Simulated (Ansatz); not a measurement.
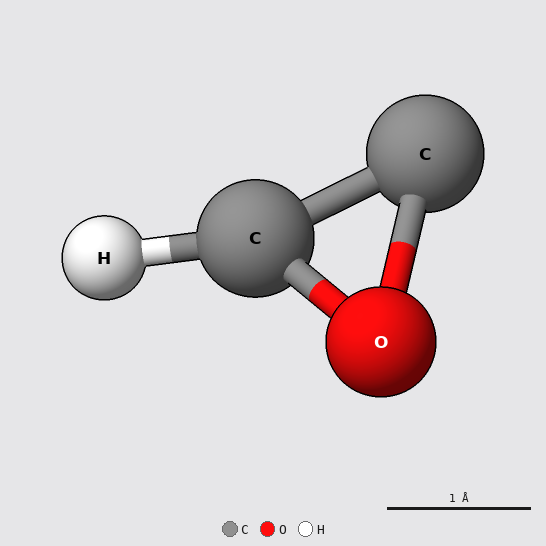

State: neutral, doublet. The geometry was computed by an optimisation with PBE0-D4/def2-TZVP. No frequency run is at hand to confirm it as a minimum.

What is the molecular formula?

Answer. C2HO, 4 atoms: 2 carbon, 1 hydrogen and 1 oxygen.

Give the symmetry (Schoenflies symbol).

Answer. Cs.

How many atoms are distinct by symmetry?

Answer. 4: 1 C, 1 C, 1 O, 1 H.

The parts below concern this one geometry. Atoms keep their numbers from picture to picture.

**Electronic properties**

No frequency run is at hand to confirm it as a minimum. Method: UHF-CCSD(T), frozen core/def2-TZVPP (Ansatz 0.2.0).

Estimate the ⟨S²⟩ of the determinant.

Answer. 0.776.

What is the T1 diagnostic?

Answer. 0.020.

**Charges**

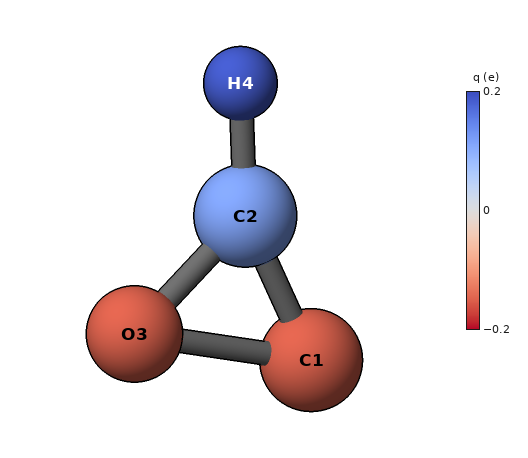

Atoms are coloured by their Mulliken charges. No frequency run is at hand to confirm it as a minimum. Properties computed with UKS PBE0-D4/def2-TZVP (Ansatz 0.2.0).

List the Mulliken charges.

```csv
atom,value (e)
C1,−0.15
C2,0.11
O3,−0.15
H4,0.18
```

**Dipole moment**

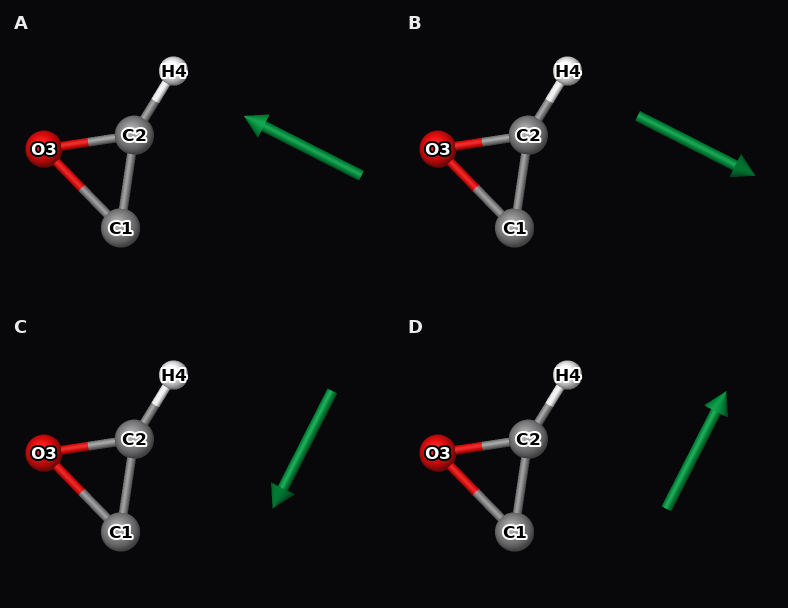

The same molecule four times, each with an arrow. No frequency run is at hand to confirm it as a minimum. Properties computed with UKS PBE0-D4/def2-TZVP (Ansatz 0.2.0).

Which arrow points along the dipole moment, from the negative to the positive end?

Answer. D. The dipole moment is 3.04 D; it points from the side of C1 to the side of H4 (the outermost atoms at the two ends).

Mulliken values depend strongly on the basis set and can even reverse the polarity of a bond.
